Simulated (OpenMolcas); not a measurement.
# Predicting a hybrid from its neighbours: BSiH4O2F

BSiH4O2F: 9 atoms, total charge 0, spin state singlet. As SMILES, `O[SiH2]B(O)F`. Geometry: relaxed at PBE0-D4/def2-TZVP. This is one conformer, not always the lowest.

The electronic atomisation energy y, in eV, basis def2-SVP; a is the functional's share of exact exchange. Programs: OpenMolcas 26.06.

```
functional     program     a  y (eV)
      BLYP  OpenMolcas     0   36.12
    r2SCAN  OpenMolcas     0   36.41
     B3LYP  OpenMolcas   0.2       ?
      PBE0  OpenMolcas  0.25   35.93
     BHLYP  OpenMolcas   0.5   34.76
```

Question: Fit y = c + s·a to the known rows and predict B3LYP.

Answer: 
1. Means of the 4 rows: a = 0.1875, y = 35.805.
2. Σ(Δa)² = 0.17188, Σ(Δa·Δy) = -0.49125, so the slope is -0.49125/0.17188 = -2.8581.
3. Intercept: 35.805 − (-2.8581) × 0.1875 = 36.341. The largest residual of the fit is 0.30.
4. B3LYP: 36.341 + (-2.8581) × 0.2 = 35.77 eV.

The run gave 36.01 eV, so the prediction is off by -0.24 eV, within the largest residual.

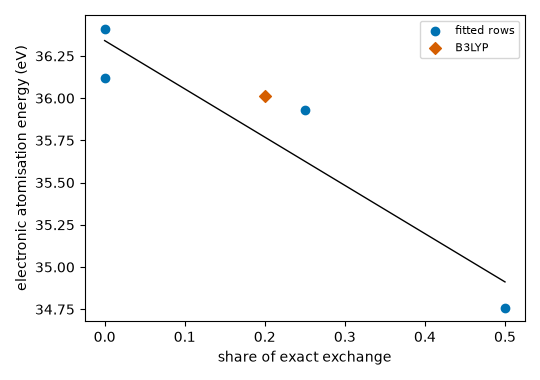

The fitted line, with the withheld row.
